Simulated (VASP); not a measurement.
Band structure of GeMo (relaxed from the rocksalt structure, space group Fm-3m). Computed with r2SCAN meta-GGA, VASP's PBE PAW potentials (set 64) (plane waves; VASP).

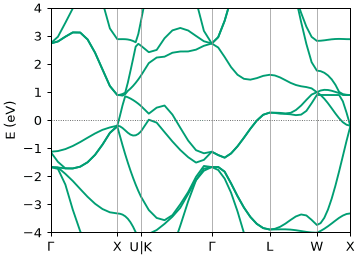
Fig. 1. Bands along high-symmetry lines, zero at the valence-band maximum or, without a gap, the Fermi level

**Question.** Read the plot: is there a gap, and where are the band edges?

**Answer.** It has no gap at this level: it comes out as a metal or semimetal.

The structure was generated: GeMo was put into the rocksalt type (Fm-3m), which need not be its known phase. It was relaxed first, which changed the volume by -24 %.
